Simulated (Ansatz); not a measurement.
# CdS4: a trial structure relaxed

The task: take a trial cell of CdS4 to zero force and stress.

Program: Ansatz 0.2.0. Level of theory: DFT PBE, scalar-relativistic, plane waves, PAW. These are calculated values, not measurements.

## 1. The structure to begin with

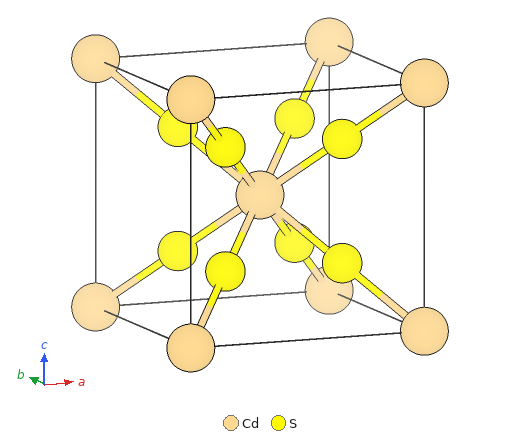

Start, viewed slightly off an axis; cadmium orange, sulfur yellow. Atoms on the faces are drawn again on the opposite ones. The cell drawn here is the conventional one.

Coordinates:

```
Cd S
1.0
    -3.07065    3.07065    3.07065
     3.07065   -3.07065    3.07065
     3.07065    3.07065   -3.07065
Cd S
1 4
Cartesian
  0.0000 0.0000 0.0000
  1.5353 1.5353 -1.5353
  1.5353 -1.5353 1.5353
  -1.5353 1.5353 1.5353
  1.5353 1.5353 1.5353
```

A structure generator made this guess: species swapped into a database cell of MnGa4 (Im-3m, No. 229), with Cd on the Mn sites and S on the Ga sites. The dimensions are guesses.

## 2. A first look at the guess

Contents of input.yaml:

```yaml
crystal:
  lattice:
    - [-3.07065474, 3.07065474, 3.07065474]
    - [3.07065474, -3.07065474, 3.07065474]
    - [3.07065474, 3.07065474, -3.07065474]
  atoms:
    - { symbol: Cd, position: [0.0, 0.0, 0.0] }
    - { symbol: S, position: [0.0, 0.0, 0.5] }
    - { symbol: S, position: [0.0, 0.5, 0.0] }
    - { symbol: S, position: [0.5, 0.0, 0.0] }
    - { symbol: S, position: [0.5, 0.5, 0.5] }
basis:
  ecutwfc: 420
kpoints:
  mp_grid: { grid: [4, 4, 4] }
hamiltonian:
  xc: pbe
scf:
  occupations: { method: gaussian, width: 0.1 }
  lower_state_search: "off"
output:
  forces: true
  stress: true
  eigenvalues: true
```

The run is started by

```console
$ ansatz run input.yaml --threads 1 --pin off --max-ram 2560MiB --backend cpu --events-out ev --progress --plain --runs-dir out
```

The log of the run, shortened:

```text
Warning: RAYON_NUM_THREADS=1 ignored (pool sized by the plan → 1); use --threads N
[...]
Pseudopotentials: kind: paw
Pseudopotential: Cd, paw, valence charge 20, recommended cutoff 420 eV (normal), Cd.paw.azcp
Pseudopotential: S, paw, valence charge 6, recommended cutoff 420 eV (normal), S.paw.azcp
Functional definition: PBE
[...]
Crystal: 5 atoms, lattice volume = 115.812 Å³
Basis set: ecut = 420 eV, 2243 PW (Γ), exchange–correlation on 72×72×72 points (8 copies of the dense FFT grid, shifted against one another)
Bands: 27, of which v1, the nominal top of the filled ones, is band 22 counted from 1 (21 counted from 0)
Symmetry: 48 space group operations
Space group: Im-3m (ITA 229), of the structure as read, at distance tolerance 4.9e-5 Å
k-points: 8 of 64
[...]
SCF iter   1: F=—  HF=-11858.782369 eV  |F-HF|=—  |Δ(HF+E_count)|=         —  Δρ=2.58e-3  dr2=1.06e-2  ethr=1.77e-3  ⟨swp⟩=5.8  Hψ=908  notcnv=0
[...]
SCF iter   6: F=-11858.780998 eV  HF=-11858.780998 eV  |F-HF|=1.33e-9  |Δ(HF+E_count)|=   1.05e-7  Δρ=1.27e-6  dr2=2.43e-9  ethr=2.27e-10  ⟨swp⟩=6.1  Hψ=903  notcnv=0
[...]
SCF converged after 6 iterations
Free energy (F): -11858.780998 eV
[...]
E sigma→0 (E₀):  -11858.769880 eV
Entropy (-TS):   -0.022235 eV (-4.447 meV/atom)
Fermi energy:    5.642877 eV
[...]
--- Forces (eV/Å), atoms counted from 1 ---
  atom   1  Cd     0.00000000    -0.00000000    -0.00000000
  atom   2  S      0.00000000    -0.00000000     0.00000000
  atom   3  S      0.00000000    -0.00000000    -0.00000000
  atom   4  S      0.00000000    -0.00000000    -0.00000000
  atom   5  S      0.00000000    -0.00000000    -0.00000000
[...]
--- Stress (GPa, compression-positive) ---
       -2.010563      -0.000000      -0.000000
        0.000000      -2.010563       0.000000
       -0.000000       0.000000      -2.010563
  P = ⅓ Tr σ = -2.0106 GPa (-20.106 kbar)
--- Band table (eV; the first three rows and the last of 8) ---
  k-point 0: bands = ["-96.6013", "-57.6761", "-57.6761", "-57.6761", "-8.1756", "-6.1082", "-6.1082", "-6.1082", "-2.5567", "-2.5567", "-2.0770", "-2.0770", "-2.0770", "1.1247", "1.1247", "1.1247", "2.3873", "2.3873", "2.3873", "5.7609", "5.7718", "5.7718", "5.7718", "6.3885", "7.2922", [...]
[...]
```

Run time: 1.6 s. Hardware: 1 thread of Intel Xeon Platinum 8259CL at 2.50GHz (Skylake/Cascade Lake), shared host; peak memory 0.37 GiB.

The probe gives pressure -2.0 GPa, largest force 0.00 eV/Å, gap on this mesh none (metal). The coarse relaxation is skipped.

## 3. Full relaxation

Edit input.yaml of step 2 so:

```diff
@@ -14,3 +14,3 @@
 kpoints:
-  mp_grid: { grid: [4, 4, 4] }
+  mp_grid: { grid: [10, 10, 10] }
 hamiltonian:
@@ -19,3 +19,2 @@
   occupations: { method: gaussian, width: 0.1 }
-  lower_state_search: "off"
 output:
@@ -24 +23,10 @@
   eigenvalues: true
+  write_density: true
+  write_potential: true
+  elf: true
+  volumetric_format: npy
+relax:
+  adjacent_minimum: "off"
+  f_tol: 0.01
+  max_steps: 80
+  cell: { stress_tol: 0.05 }
```

The run is started by

```console
$ ansatz run input.yaml --threads 1 --pin off --max-ram 2560MiB --backend cpu --events-out ev --progress --plain --runs-dir out
```

The log of the run:

```text
Warning: RAYON_NUM_THREADS=1 ignored (pool sized by the plan → 1); use --threads N
Engine: ansatz 0.2.0, x86_64-unknown-linux-gnu
Pseudopotentials: kind: paw
Pseudopotential: Cd, paw, valence charge 20, recommended cutoff 420 eV (normal), Cd.paw.azcp
Pseudopotential: S, paw, valence charge 6, recommended cutoff 420 eV (normal), S.paw.azcp
Functional definition: PBE
  parameter kappa = 0.804
  parameter beta = 0.06672455060314922
  exchange = pbe_x(kappa = kappa, mu = beta*pi^2/3)
  correlation = pbe_c(beta = beta)
Crystal: 5 atoms, lattice volume = 115.812 Å³
Basis set: ecut = 420 eV, 2243 PW (Γ), exchange–correlation on 72×72×72 points (8 copies of the dense FFT grid, shifted against one another)
Bands: 27, of which v1, the nominal top of the filled ones, is band 22 counted from 1 (21 counted from 0)
Symmetry: 48 space group operations
Space group: Im-3m (ITA 229), of the structure as read, at distance tolerance 4.9e-5 Å
k-points: 47 of 1000
Non-local potential: Cd, projectors of the file, l = 0: 3, l = 1: 2, l = 2: 2, l = 3: 1
Non-local potential: S, projectors of the file, l = 0: 2, l = 1: 2, l = 2: 2
PAW form: soft (Blöchl's): semilocal exchange-correlation on the pseudo side does not see the compensation charge
PAW one-centre angular grid: Cd, 590 points (default); XC on 64 Gauss nodes
PAW one-centre angular grid: S, 110 points (default); XC on 64 Gauss nodes
Initial density: superposition of atomic densities (neutral atoms: chi_scale 0, normalization atom), corrected by the library's trained network
Initial wavefunctions: pseudopotential atomic-orbital guess
Functional: x = pbe(κ = 0.804, μ = 0.2195149727645171), c = pbe(β = 0.06672455060314922)
SCF iter   1: F=—  HF=-11858.855471 eV  |F-HF|=—  |Δ(HF+E_count)|=         —  Δρ=1.86e-3  dr2=5.99e-3  ethr=1.77e-3  ⟨swp⟩=6.3  Hψ=5513  notcnv=0
preconditioner: auto → LDOS  [metal: Δε(μ)=0.021 eV  Ē_g=8.506 eV  σ=0.100 eV  W_gap=0.12  n_scr=18 (ndim 8)  ℏωp=20.7 eV  f_vac=0.040  D(μ)=4.25/eV (n_scr^D=42)  β→1.0]
SCF iter   2: F=—  HF=-11858.856210 eV  |F-HF|=—  |Δ(HF+E_count)|=   7.39e-4  Δρ=1.39e-3  dr2=1.69e-3  ethr=1.36e-5  ⟨swp⟩=2.0  Hψ=2488  notcnv=0
SCF iter   3: F=—  HF=-11858.855694 eV  |F-HF|=—  |Δ(HF+E_count)|=   5.16e-4  Δρ=2.31e-4  dr2=3.60e-5  ethr=3.84e-6  ⟨swp⟩=2.7  Hψ=2555  notcnv=0
SCF iter   4: F=—  HF=-11858.855527 eV  |F-HF|=—  |Δ(HF+E_count)|=   1.67e-4  Δρ=7.19e-5  dr2=4.75e-6  ethr=8.19e-8  ⟨swp⟩=2.0  Hψ=2195  notcnv=0
SCF iter   5: F=—  HF=-11858.855529 eV  |F-HF|=—  |Δ(HF+E_count)|=   2.03e-6  Δρ=2.02e-5  dr2=4.76e-7  ethr=1.08e-8  ⟨swp⟩=2.4  Hψ=2149  notcnv=0
SCF iter   6: F=-11858.855529 eV  HF=-11858.855529 eV  |F-HF|=5.02e-10  |Δ(HF+E_count)|=   2.61e-7  Δρ=2.51e-6  dr2=1.17e-8  ethr=2.27e-10  ⟨swp⟩=10.5  Hψ=8635  notcnv=0
SCF 1 converged in 6 iterations: F = -11858.855529 eV  dr2 = 1.17e-8
relax step   1: F+E_penalty+E_count = -11858.85552940 eV  Δ(F+E_penalty+E_count) = +0.000e0 eV  max|allowed force component| = 1.165e-29 eV/Å  Δτ_max = 0.0000 Å  P = -2.064 GPa  Ω = 115.812 Å³  (6 SCF iters, dr2 threshold 1.00e-7 eV, accepted)
Crystal: 5 atoms, lattice volume = 109.959 Å³
Basis set: ecut = 420 eV, 2123 PW (Γ), exchange–correlation on 72×72×72 points (8 copies of the dense FFT grid, shifted against one another)
Initial density: handed on by an earlier stage of this run
Initial wavefunctions: those handed on with the density
iter 1 solved again at ethr=5.09e-6 eV; its pass at ethr=3.10e-3 eV (dr2=2.24e-3 eV) is discarded
SCF iter   1: F=—  HF=-11858.882247 eV  |F-HF|=—  |Δ(HF+E_count)|=         —  Δρ=1.01e-3  dr2=2.02e-3  ethr=5.09e-6  ⟨swp⟩=2.3  Hψ=7300  notcnv=0
preconditioner: auto → LDOS  [metal: Δε(μ)=0.007 eV  Ē_g=8.736 eV  σ=0.100 eV  W_gap=0.04  n_scr=18 (ndim 8)  ℏωp=21.2 eV  f_vac=0.030  D(μ)=3.99/eV (n_scr^D=42)  β→1.0]
SCF iter   2: F=—  HF=-11858.881711 eV  |F-HF|=—  |Δ(HF+E_count)|=   5.37e-4  Δρ=5.28e-4  dr2=2.20e-4  ethr=4.59e-6  ⟨swp⟩=2.0  Hψ=2105  notcnv=0
SCF iter   3: F=—  HF=-11858.881604 eV  |F-HF|=—  |Δ(HF+E_count)|=   1.07e-4  Δρ=2.31e-4  dr2=3.99e-5  ethr=4.99e-7  ⟨swp⟩=2.0  Hψ=2149  notcnv=0
SCF iter   4: F=—  HF=-11858.881593 eV  |F-HF|=—  |Δ(HF+E_count)|=   1.03e-5  Δρ=5.72e-5  dr2=4.24e-6  ethr=9.07e-8  ⟨swp⟩=2.0  Hψ=1880  notcnv=0
SCF iter   5: F=-11858.881592 eV  HF=-11858.881592 eV  |F-HF|=2.25e-7  |Δ(HF+E_count)|=   1.26e-6  Δρ=1.35e-5  dr2=3.15e-7  ethr=1.14e-9  ⟨swp⟩=7.0  Hψ=8844  notcnv=0
SCF 2 converged in 5 iterations: F = -11858.881592 eV  dr2 = 3.15e-7
relax step   2: F+E_penalty+E_count = -11858.88159189 eV  Δ(F+E_penalty+E_count) = -2.606e-2 eV  max|allowed force component| = 1.050e-28 eV/Å  Δτ_max = 0.0000 Å  P = +0.821 GPa  Ω = 109.959 Å³  energy of the carried Pulay correction = +6.684e-4 eV  (5 SCF iters, dr2 threshold 5.00e-7 eV, accepted)
Crystal: 5 atoms, lattice volume = 111.563 Å³
Basis set: ecut = 420 eV, 2171 PW (Γ), exchange–correlation on 72×72×72 points (8 copies of the dense FFT grid, shifted against one another)
iter 1 solved again at ethr=3.57e-7 eV; its pass at ethr=3.10e-3 eV (dr2=1.57e-4 eV) is discarded
SCF iter   1: F=—  HF=-11858.885318 eV  |F-HF|=—  |Δ(HF+E_count)|=         —  Δρ=2.79e-4  dr2=1.53e-4  ethr=3.57e-7  ⟨swp⟩=2.0  Hψ=6989  notcnv=0
preconditioner: auto → LDOS  [metal: Δε(μ)=0.005 eV  Ē_g=8.665 eV  σ=0.100 eV  W_gap=0.03  n_scr=18 (ndim 8)  ℏωp=21.1 eV  f_vac=0.036  D(μ)=4.05/eV (n_scr^D=42)  β→1.0]
SCF iter   2: F=—  HF=-11858.885154 eV  |F-HF|=—  |Δ(HF+E_count)|=   1.64e-4  Δρ=1.34e-4  dr2=1.44e-5  ethr=3.47e-7  ⟨swp⟩=2.0  Hψ=2105  notcnv=0
SCF iter   3: F=—  HF=-11858.885156 eV  |F-HF|=—  |Δ(HF+E_count)|=   1.87e-6  Δρ=6.02e-5  dr2=2.83e-6  ethr=3.28e-8  ⟨swp⟩=2.1  Hψ=2166  notcnv=0
SCF iter   4: F=-11858.885155 eV  HF=-11858.885155 eV  |F-HF|=2.12e-7  |Δ(HF+E_count)|=   6.96e-7  Δρ=1.63e-5  dr2=3.42e-7  ethr=1.14e-9  ⟨swp⟩=7.3  Hψ=8657  notcnv=0
SCF 3 converged in 4 iterations: F = -11858.885155 eV  dr2 = 3.42e-7
relax step   3: F+E_penalty+E_count = -11858.88515492 eV  Δ(F+E_penalty+E_count) = -3.563e-3 eV  max|allowed force component| = 1.843e-29 eV/Å  Δτ_max = 0.0000 Å  P = -0.059 GPa  Ω = 111.563 Å³  energy of the carried Pulay correction = +4.818e-4 eV  (4 SCF iters, dr2 threshold 5.00e-7 eV, accepted)
Crystal: 5 atoms, lattice volume = 111.454 Å³
iter 1 solved again at ethr=4.96e-9 eV; its pass at ethr=3.10e-3 eV (dr2=2.18e-6 eV) is discarded
SCF iter   1: F=—  HF=-11858.885313 eV  |F-HF|=—  |Δ(HF+E_count)|=         —  Δρ=1.66e-5  dr2=2.86e-7  ethr=4.96e-9  ⟨swp⟩=2.0  Hψ=6381  notcnv=0
preconditioner: auto → LDOS  [metal: Δε(μ)=0.005 eV  Ē_g=8.671 eV  σ=0.100 eV  W_gap=0.03  n_scr=18 (ndim 8)  ℏωp=21.1 eV  f_vac=0.034  D(μ)=4.05/eV (n_scr^D=42)  β→1.0]
SCF iter   2: F=—  HF=-11858.885189 eV  |F-HF|=—  |Δ(HF+E_count)|=   1.25e-4  Δρ=8.28e-6  dr2=5.62e-8  ethr=6.49e-10  ⟨swp⟩=2.0  Hψ=2203  notcnv=0
SCF iter   3: F=—  HF=-11858.885189 eV  |F-HF|=—  |Δ(HF+E_count)|=   1.04e-8  Δρ=4.62e-6  dr2=1.51e-8  ethr=1.28e-10  ⟨swp⟩=2.0  Hψ=2155  notcnv=0
SCF iter   4: F=-11858.885189 eV  HF=-11858.885189 eV  |F-HF|=1.47e-9  |Δ(HF+E_count)|=   4.53e-9  Δρ=1.53e-6  dr2=1.86e-9  ethr=2.00e-11  ⟨swp⟩=6.4  Hψ=6481  notcnv=0
SCF 4 converged in 4 iterations: F = -11858.885189 eV  dr2 = 1.86e-9
relax step   4: F+E_penalty+E_count = -11858.88518866 eV  Δ(F+E_penalty+E_count) = -3.374e-5 eV  max|allowed force component| = 1.026e-28 eV/Å  Δτ_max = 0.0000 Å  P = -0.002 GPa  Ω = 111.454 Å³  energy of the carried Pulay correction = +4.945e-4 eV  (4 SCF iters, dr2 threshold 8.80e-9 eV, accepted)
Initial wavefunctions: pseudopotential atomic-orbital guess (no wavefunctions were taken with the density)
iter 1 solved again at ethr=1.67e-7 eV; its pass at ethr=3.10e-3 eV (dr2=7.36e-5 eV) is discarded
SCF iter   1: F=—  HF=-11858.884795 eV  |F-HF|=—  |Δ(HF+E_count)|=         —  Δρ=5.76e-5  dr2=6.41e-7  ethr=1.67e-7  ⟨swp⟩=3.0  Hψ=9149  notcnv=0
SCF iter   2: F=—  HF=-11858.884671 eV  |F-HF|=—  |Δ(HF+E_count)|=   1.23e-4  Δρ=3.03e-5  dr2=5.97e-7  ethr=1.46e-9  ⟨swp⟩=2.0  Hψ=2241  notcnv=0
SCF iter   3: F=—  HF=-11858.884671 eV  |F-HF|=—  |Δ(HF+E_count)|=   2.36e-7  Δρ=6.32e-6  dr2=2.17e-8  ethr=1.36e-9  ⟨swp⟩=2.0  Hψ=2013  notcnv=0
SCF iter   4: F=—  HF=-11858.884671 eV  |F-HF|=—  |Δ(HF+E_count)|=   6.31e-9  Δρ=7.20e-7  dr2=2.34e-10  ethr=4.93e-11  ⟨swp⟩=2.0  Hψ=2053  notcnv=0
SCF iter   5: F=-11858.884671 eV  HF=-11858.884671 eV  |F-HF|=1.82e-12  |Δ(HF+E_count)|=  9.46e-11  Δρ=7.95e-8  dr2=4.53e-12  ethr=1.00e-12  ⟨swp⟩=6.3  Hψ=5939  notcnv=0
SCF 5 converged in 5 iterations: F = -11858.884671 eV  dr2 = 4.53e-12
relax step   5: F+E_penalty+E_count = -11858.88467111 eV  Δ(F+E_penalty+E_count) = +5.176e-4 eV  max|allowed force component| = 1.036e-29 eV/Å  Δτ_max = 0.0000 Å  P = -0.000 GPa  Ω = 111.454 Å³  stress off target by 2.80e-4 GPa  SCF on the basis re-selected at this cell (its energy is not comparable with the rows above)  (5 SCF iters)
basis re-selected at this cell: Δ(F+E_penalty+E_count) = +5.176e-4 eV, ΔP = +0.001 GPa vs the last step (what re-selecting the basis moved, of the pressure what is left beyond the Pulay correction that the steps carried, after the strain that the cell walked since its last selection, with what the two solves' SCF thresholds leave and, on support functions, any second-order correction that the steps lacked; it is no measure of the basis error at this ecutwfc). This SCF's stress stands 2.80e-4 GPa from its target on what of the cell is left free (relax.cell.stress_tol is 5.00e-2 GPa) and its largest allowed force component is 1.04e-29 eV/Å (relax.f_tol is 1.00e-2 eV/Å): within both
SCF converged after 5 iterations
Free energy (F): -11858.884671 eV
Harris-Foulkes:  -11858.884671 eV  (|F-HF|=1.82e-12)
Internal energy: -11858.864425 eV  (E = F + TS)
E sigma→0 (E₀):  -11858.874548 eV
Entropy (-TS):   -0.020246 eV (-4.049 meV/atom)
Fermi energy:    6.108989 eV
--- Per-component energies (eV) ---
  E_band       = -542.367916
  E_kinetic    = 917.243118
  E_local      = -4969.692841  (includes V_loc(G=0)·N_el)
  E_nonlocal   = 151.148448
  E_hartree    = 2240.123876
  E_xc         = -557.749013
  E_vxc        = -561.568307  (∫ρ·V_xc dr)
  E_paw        = -6483.986411  (= ΣΔE_a)
  E_vpaw       = -559.746071  (= ΣTr[D̂ρ^β])
  E_aug_tail   = 0.000019  (compensation charges beyond the density's cutoff)
  E_ewald      = -3155.951622
  E_smearing   = -0.020246  (= −TS)
  E_closure    = -0.000000  (closes the sum)
  Σ components = -11858.884671   (vs F -11858.884671, Δ=0.00e0)
--- Forces (eV/Å), atoms counted from 1 ---
  atom   1  Cd     0.00000000    -0.00000000    -0.00000000
  atom   2  S      0.00000000     0.00000000    -0.00000000
  atom   3  S      0.00000000    -0.00000000     0.00000000
  atom   4  S      0.00000000    -0.00000000     0.00000000
  atom   5  S      0.00000000     0.00000000     0.00000000
  max |Σ_I F_I| component: 2.45e-29 eV/Å
--- Stress (GPa, compression-positive) ---
       -0.000280       0.000000      -0.000000
        0.000000      -0.000280      -0.000000
        0.000000       0.000000      -0.000280
  P = ⅓ Tr σ = -0.0003 GPa (-0.003 kbar)
--- Band table (eV; the first three rows and the last of 47) ---
  k-point 0: bands = ["-96.1626", "-57.2401", "-57.2401", "-57.2401", "-7.9238", "-5.7130", "-5.7130", "-5.7130", "-2.1444", "-2.1444", "-1.5898", "-1.5898", "-1.5898", "1.4193", "1.4193", "1.4193", "2.7115", "2.7115", "2.7115", "6.2837", "6.2901", "6.2901", "6.2901", "6.9625", "7.9138", "7.9138", "10.9764"]
  k-point 1: bands = ["-96.1626", "-57.2402", "-57.2401", "-57.2401", "-7.8721", "-5.7579", "-5.7246", "-5.6964", "-2.1495", "-2.1481", "-1.7193", "-1.6966", "-1.5911", "1.4410", "1.4497", "1.6273", "2.7391", "2.7399", "2.8234", "5.9153", "6.1301", "6.3281", "6.7322", "6.8984", "7.7550", "7.8416", "11.1030"]
  k-point 2: bands = ["-96.1626", "-57.2402", "-57.2402", "-57.2402", "-7.7204", "-5.8944", "-5.7545", "-5.6510", "-2.1628", "-2.1577", "-2.0124", "-1.9512", "-1.5944", "1.4918", "1.5193", "2.1544", "2.8324", "2.8377", "3.1493", "5.4225", "5.7125", "6.4157", "6.6978", "7.3102", "7.4771", "7.6705", "11.4700"]
  k-point 46: bands = ["-96.1626", "-57.2402", "-57.2402", "-57.2402", "-6.5130", "-6.5130", "-6.5130", "-4.1881", "-2.6541", "-2.6541", "-2.6541", "-2.2796", "-2.2796", "-1.1445", "1.8208", "1.8208", "4.0032", "4.0032", "4.0032", "7.2062", "7.2062", "7.2062", "7.3048", "7.3048", "7.3048", "10.9905", "10.9905"]
--- Relaxed structure (4 steps of the walk, 4 accepted, 1 SCFs on fresh bases) ---
  F+E_penalty+E_count = -11858.88467111 eV   max|allowed force component| = 1.036e-29 eV/Å   (the final SCF, on the basis selected at the relaxed cell)
  cell:  # Å, volume = 111.4535 Å³
    - [-3.031642159622848, 3.031642159622848, 3.031642159622848]
    - [3.031642159622848, -3.031642159622848, 3.031642159622848]
    - [3.031642159622848, 3.031642159622848, -3.031642159622848]
  atoms:
    - { symbol: Cd, position: [-4.0180319022401297e-36, -6.86005446383889e-37, -2.848555950205166e-35] }
    - { symbol: S, position: [0.0, 0.0, 0.5] }
    - { symbol: S, position: [0.0, 0.5, 0.0] }
    - { symbol: S, position: [0.5, 0.0, 0.0] }
    - { symbol: S, position: [0.5, 0.5, 0.5] }
```

Run time: 35 s. Hardware: 1 thread of Intel Xeon Platinum 8259CL at 2.50GHz (Skylake/Cascade Lake), shared host; peak memory 0.51 GiB.

Step by step:

| step | energy from step 1 (eV/cell) | largest force component (eV/Å) | pressure (GPa) | volume (Å³) |
| --- | --- | --- | --- | --- |
| 1 | 0.0000 | 0.0000 | -2.06 | 115.81 |
| 2 | -0.0261 | 0.0000 | 0.82 | 109.96 |
| 3 | -0.0296 | 0.0000 | -0.06 | 111.56 |
| 4 | -0.0297 | 0.0000 | 0.00 | 111.45 |
| 5 | -0.0291 | 0.0000 | 0.00 | 111.45 |

Step 1 is the start. Step 5 repeats the geometry before it on a plane-wave basis chosen anew for that cell, so its energy need not be comparable with the rows above.

Lengths and angles in the start's conventional setting:

|  | before | after | change |
| --- | --- | --- | --- |
| a (Å) | 6.141 | 6.063 | -1.3 % |
| b (Å) | 6.141 | 6.063 | -1.3 % |
| c (Å) | 6.141 | 6.063 | -1.3 % |
| volume (Å³/atom) | 23.16 | 22.29 | -3.8 % |
| shortest distance (Å) | 2.659 | 2.625 | -1.3 % |
| space group (0.01 Å) | Im-3m | Im-3m | same |

The run keeps the 48 symmetry operations of the start, so it could not have lowered the symmetry.

Axes a, b and c in the maps are those of this run's conventional cell (a, b, c = 6.063, 6.063, 6.063 Å).

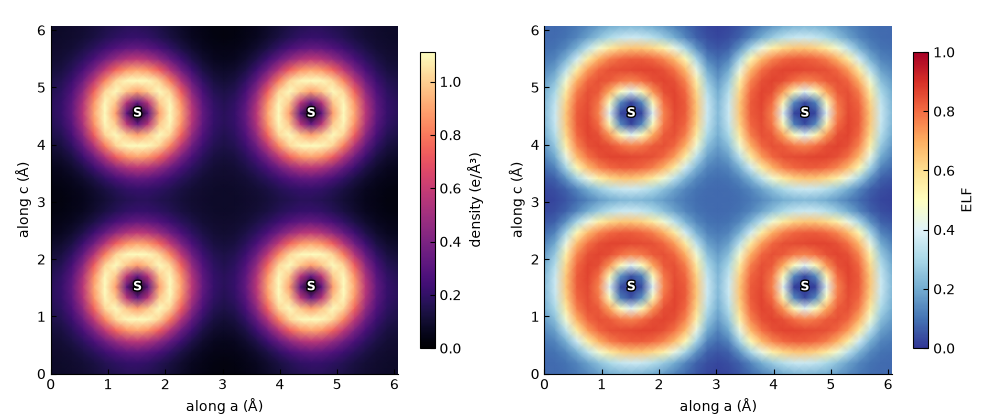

Density (left) and ELF (right) in a lattice plane of the grid's cell (edges 6.06 and 6.06 Å, at 0.250 of the third edge), which holds S. Only atoms in the plane are labelled. Both are smooth fields of the valence electrons: close to the nuclei they are not physical.

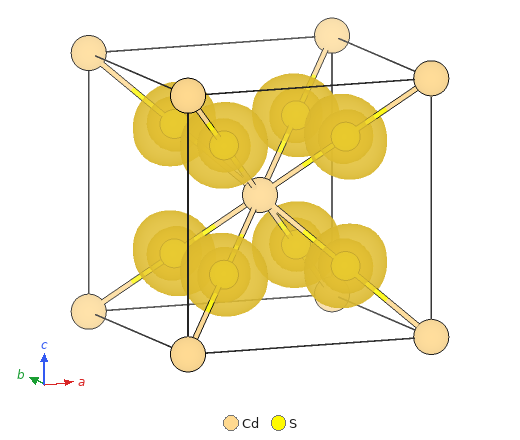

Surface of ELF = 0.81, drawn in one cell.

Outside the cores ELF peaks at 0.87 in the shell around S, 0.8 Å from S.

## 4. Results

| quantity | value |
| --- | --- |
| symmetry at the end (tolerance 0.05 Å) | space group Im-3m (No. 229) |
| conventional cell | a = 6.063 Å, b = 6.063 Å, c = 6.063 Å, α = 90.00°, β = 90.00°, γ = 90.00° |
| volume | 22.29 Å³/atom |
| energy over the elements | +0.76 eV/atom |
| gap on the mesh | none (metal) |

What this shows: The space group Im-3m (No. 229) is kept, and the volume per atom shrinks by 3.8 % from the first guess. The formation energy is positive, so the separate elements lie lower. No finished test with a distortion of lower symmetry is shown, so the end may be a saddle point. The final runs have no spin polarisation, so a magnetic state may lie lower.
